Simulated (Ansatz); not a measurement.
Bands of a (10,10) carbon nanotube, along its axis.

Calculation: PBE (plane waves to 420 eV, PAW; Ansatz, a first-principles code). Mesh 1×1×30. No spin polarisation. It repeats along c; a and b span vacuum. An idealised model, rolled from the flat sheet. It keeps the symmetry and period of its start, so it need not be a minimum against all distortions.

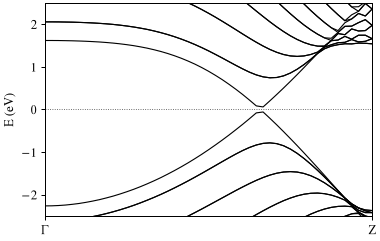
*Bands from the zone centre to the zone edge (period 2.47 Å); the dotted line marks the highest filled level*

Is it a metal or a semiconductor at this level? Give what the bands show.

A metal in PBE.
| Property | Result |
|---|---|
| PBE gap | none (under 0.01 eV) |
| crossings of the Fermi level between Γ and the zone edge (49 points) | 2, each for both spins (ideal conductance 2 × 2e²/h) |
The near touch at the dotted line is a crossing that falls between two sampled points.
